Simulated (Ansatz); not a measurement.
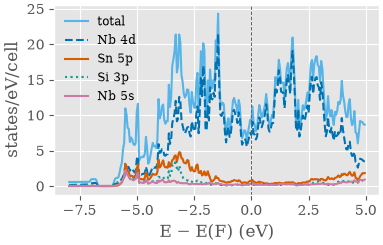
Total and projected density of states of Nb5SiSn2 in space group I4/mcm (No. 140; Nb on 16k, Nb on 4b, Si on 4a, Sn on 8h), DFT-r²SCAN in the program Ansatz with PAW potentials

### Question
Which orbitals carry the states next to the Fermi level?

### Answer
Within 0.5 eV of the Fermi level: Nb 4d 84 %, Sn 5p 6 %. Projections are on Löwdin-orthogonalised atomic valence shells; empty p or d shells of many metals are not among them.

### Question
Where is the tallest occupied peak in this window, and what makes it?

### Answer
Near -1.4 eV, about 24 states/eV per cell; the largest projected share is Nb 4d.

The first step of the workflow began from a Materials Project structure, measured or hypothetical; the Crystallography Open Database files this formula in space group No. 140, but the cells were not matched. Its standing as an ambient phase is unchecked. Symmetry was held in the r²SCAN relaxation; its stability against distortions is not shown here. The run is not spin-polarised. Spin–orbit coupling is left out wherever it is not named.

Potentials: the later of the program's two PAW sets.
